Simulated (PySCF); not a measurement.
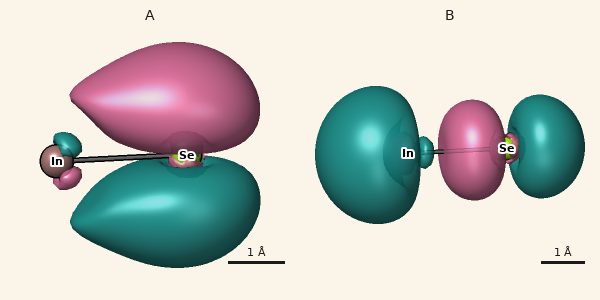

Figure 1: InSe (doublet). Two frontier α-spin orbitals, each drawn at the value that holds 80 % of its norm (teal and pink are the two phases), in no order; of a degenerate pair one member is drawn.

Method: PBE0/x2c-TZVPPall, spin-free X2C-1e, Gaussian nucleus, at a bond length of 2.397 Å in PySCF 2.14.0.

> Label each orbital by symmetry, say whether it is occupied, and order them by energy.

Orbital B: σ, occupied in this spin, −7.05 eV; shared between the atoms (In 55 %, Se 45 %).
Orbital A: π, occupied in this spin, −6.62 eV; mainly on Se (85 %).
